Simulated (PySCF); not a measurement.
C$_{10}$H$_{14}$ (SMILES CCCCc1ccccc1)

```yaml
atoms:
  - { symbol: C, position_ang: [3.1071, -0.7143, 1.0930] }
  - { symbol: C, position_ang: [1.9325, -0.4251, 0.1668] }
  - { symbol: C, position_ang: [1.4723, 1.0258, 0.2786] }
  - { symbol: C, position_ang: [0.2957, 1.3398, -0.6545] }
  - { symbol: C, position_ang: [-0.9253, 0.5463, -0.2869] }
  - { symbol: C, position_ang: [-1.6765, 0.8969, 0.8286] }
  - { symbol: C, position_ang: [-2.7834, 0.1552, 1.1983] }
  - { symbol: C, position_ang: [-3.1571, -0.9519, 0.4552] }
  - { symbol: C, position_ang: [-2.4188, -1.3084, -0.6597] }
  - { symbol: C, position_ang: [-1.3111, -0.5639, -1.0265] }
  - { symbol: H, position_ang: [2.8286, -0.5327, 2.1289] }
  - { symbol: H, position_ang: [3.4232, -1.7507, 0.9996] }
  - { symbol: H, position_ang: [3.9528, -0.0744, 0.8492] }
  - { symbol: H, position_ang: [1.1003, -1.0869, 0.4165] }
  - { symbol: H, position_ang: [2.2251, -0.6330, -0.8653] }
  - { symbol: H, position_ang: [1.1768, 1.2290, 1.3103] }
  - { symbol: H, position_ang: [2.3063, 1.6881, 0.0333] }
  - { symbol: H, position_ang: [0.0691, 2.4067, -0.5860] }
  - { symbol: H, position_ang: [0.5859, 1.1193, -1.6838] }
  - { symbol: H, position_ang: [-1.3914, 1.7622, 1.4106] }
  - { symbol: H, position_ang: [-3.3576, 0.4416, 2.0677] }
  - { symbol: H, position_ang: [-4.0214, -1.5323, 0.7430] }
  - { symbol: H, position_ang: [-2.7058, -2.1699, -1.2456] }
  - { symbol: H, position_ang: [-0.7389, -0.8477, -1.8987] }
```

Geometry: GFN2-xTB.

Method: PySCF 2.14.0, mPW1PW91/6-31G*, SCF density, gas phase, non-relativistic.

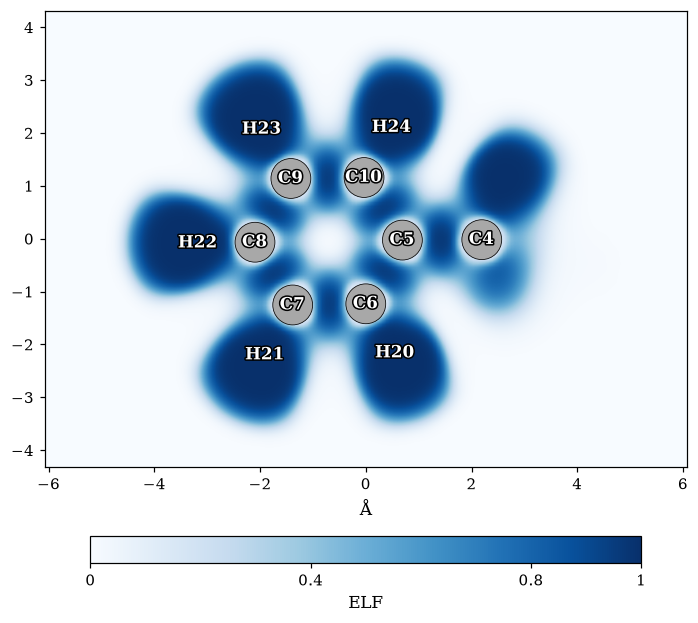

Figure 1. ELF on the plane of atoms C7, C6 and H20. Grey discs cover the atomic cores.

Describe what can be read from this map.

The plane passes through C and H nuclei. C–C (1.38 Å): the ELF peaks at about 0.95 between the atoms; a covalent bond. C–H (1.08 Å): the ELF climbs to about 1 towards the hydrogen, as it does in any bond to H (a covalent bond by its length). C–C (1.50 Å): the ELF peaks at about 0.95 between the atoms, as expected for a shared electron pair.

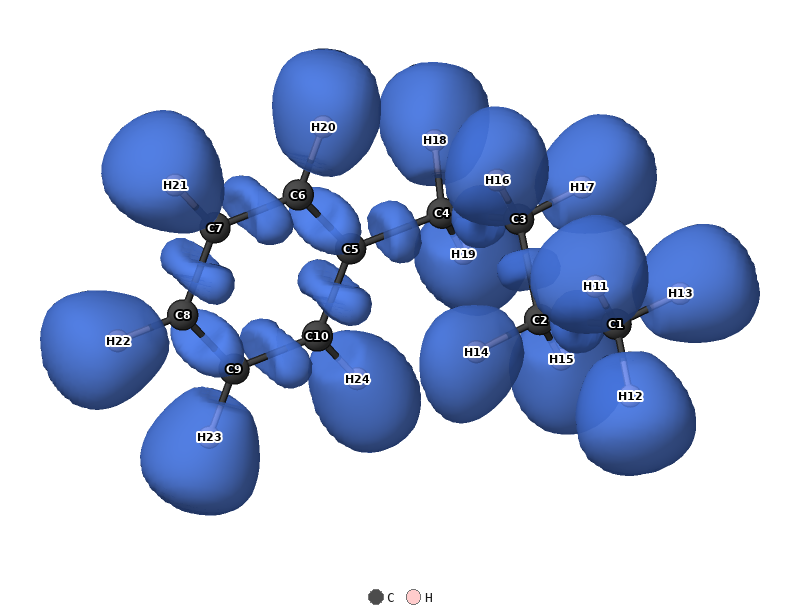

Figure 2. Isosurface of the electron localisation function at 0.8 (blue), seen across its widest extent. Only the valence region is drawn (cores and ρ < 0.01 e/Å³ removed).

Where are the electrons localised?

At this value the surface marks out ten regions between bonded C–C atoms (shared pairs) and 14 regions around hydrogen nuclei.

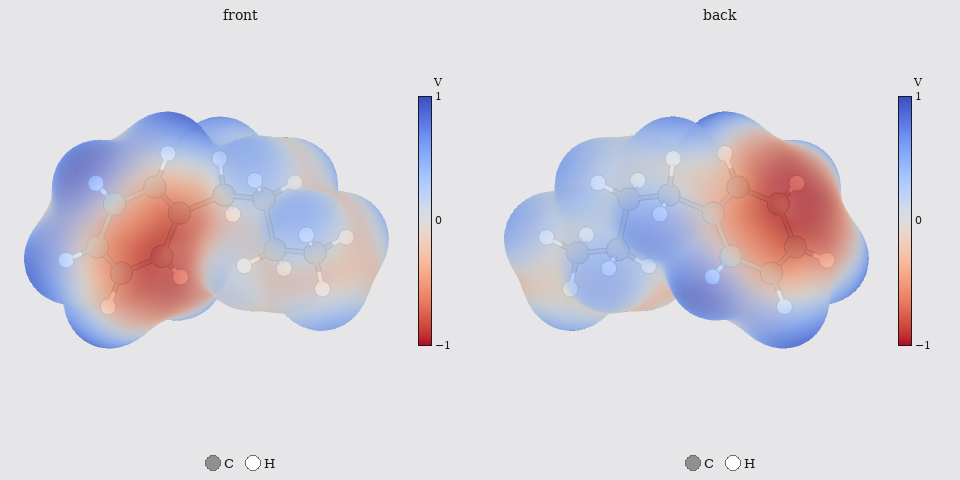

Figure 3. The electrostatic potential painted on the density surface at 0.002 e/bohr³, seen from the front and from behind; red is negative and blue positive.

Describe the electrostatic potential map.

The most negative region (about −0.9 V, or −21 kcal/mol for a unit charge) lies over the π face of the C atoms, the most positive (about +0.8 V, or +18 kcal/mol for a unit charge) over the H atoms.
